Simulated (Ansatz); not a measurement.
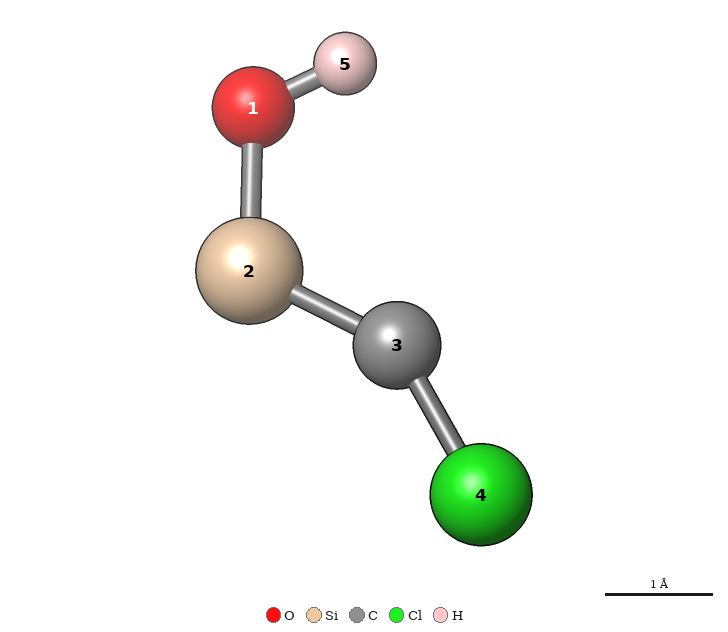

Figure made from data computed with Ansatz.

Orthographic view. Atoms fade into the background with distance from the viewer. Geometry: atoms displaced at random (about 0.06 Å) from a stationary point of PBE0-D4.

Write a Z-matrix (Å, degrees) in the order of the atom numbers, with these reference atoms: 2 to 1; 3 to 2, 1; 4 to 3, 2, 1; 5 to 1, 2, 3.

```
O  
Si   1   1.607
C    2   1.638   1   119.0
Cl   3   1.669   2   147.5   1  -168.9
H    1   0.960   2   113.9   3    -2.5
```
